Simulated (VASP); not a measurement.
Band structure of Ru (relaxed from the beta-Sn structure, space group I4_1/amd). All values below come from r2SCAN meta-GGA, VASP's PBE PAW potentials (set 64) (plane waves; VASP).

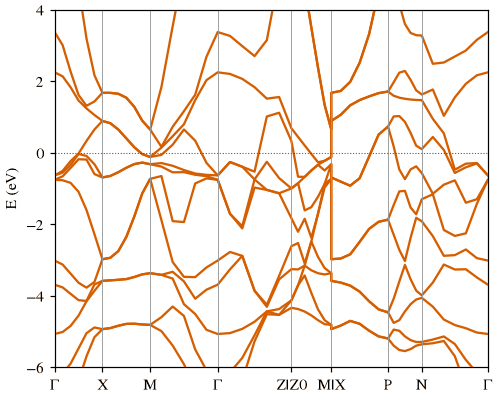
Figure. Bands along high-symmetry lines, zero at the valence-band maximum or, without a gap, the Fermi level

**Question.** Read the plot: is there a gap, and where are the band edges?

**Answer.** It has no gap at this level: it comes out as a metal or semimetal.

The structure was generated: Ru was put into the beta-Sn type (I4_1/amd), which need not be its known phase. It was relaxed first, which changed the volume by +7 %.
